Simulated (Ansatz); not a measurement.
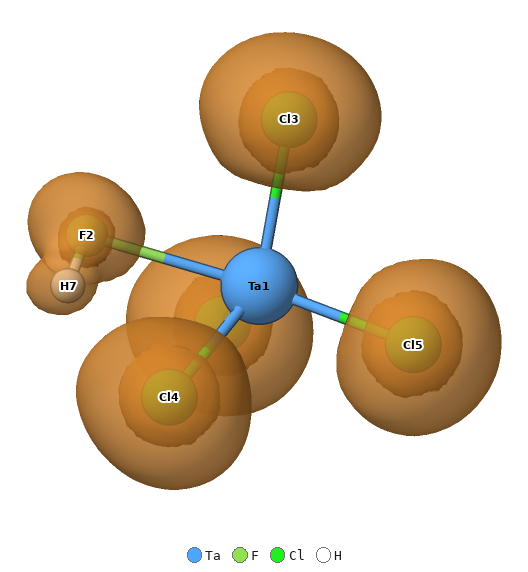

*Cl₄FHTa (doublet). Isosurface of the ELF at 0.75 (orange), seen at a tilt. Core shells and regions of very low density are left out.*

Core potentials replace the inner electrons of Ta.

Computed with UKS PBE/def2-SVP in Ansatz 0.2.0.

```xyz
7

Ta   -0.1021    0.1961    0.1475
F     2.1287   -0.7994    0.2052
Cl    0.3290    0.6979    2.3535
Cl    1.0034    0.8112   -1.8594
Cl   -1.9559    1.5278   -0.1751
Cl   -0.6644   -2.0419   -0.0447
H     2.3714   -0.3917   -0.6270
```

What do the ELF domains correspond to?

Answer. At this value the surface marks out four regions wrapped around Cl (the valence shell of each) and one joined region spread over several atoms (F, H), in which their bonds and any lone pairs are merged. Profiles from the grid: Ta–Cl (2.30 Å): the ELF peaks at about 0.85 in the valence shell of Cl, 0.8 Å from its nucleus, and is about 0.40 at the midpoint. Ta–F (2.44 Å): the ELF is about 0.05 at the midpoint.
